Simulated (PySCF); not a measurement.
C4H12BClSi, SMILES C[Si](B(C)Cl)(C)C, GFN2-xTB optimised geometry. Atoms within 1.6 Å of the plane z = 1.2 Å (x, y, z in Å): B1 (-1.11, -1.64, 1.56), Cl2 (-2.76, -2.11, 1.53), H4 (0.63, -2.53, 2.62), Si7 (-0.34, -0.68, 0.00), C8 (1.58, -0.68, 0.00), C9 (-0.89, 1.16, 0.00), H12 (1.97, -0.22, 0.90), H13 (1.97, -1.69, -0.05), H14 (-0.55, 1.67, 0.89), H15 (-1.97, 1.24, -0.03).

Calculation: PySCF 2.14.0 with B3LYP/def2-SVP. Cells within 0.4 Å of a nucleus heavier than hydrogen are left out (blank, or x).

Map of the deformation density (molecule minus spherical neutral atoms) (e/bohr³) on the plane z = 1.2 Å:

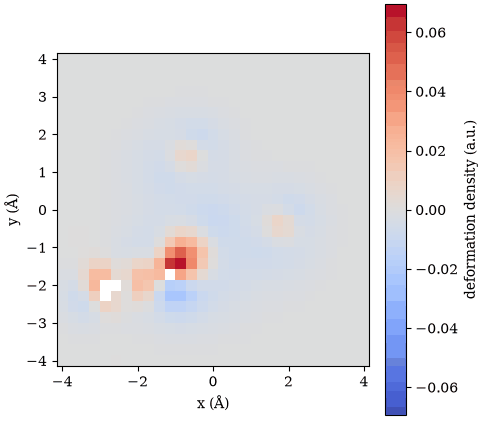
*Deformation density (molecule minus spherical neutral atoms) (e/bohr³) on the plane z = 1.2 Å.*
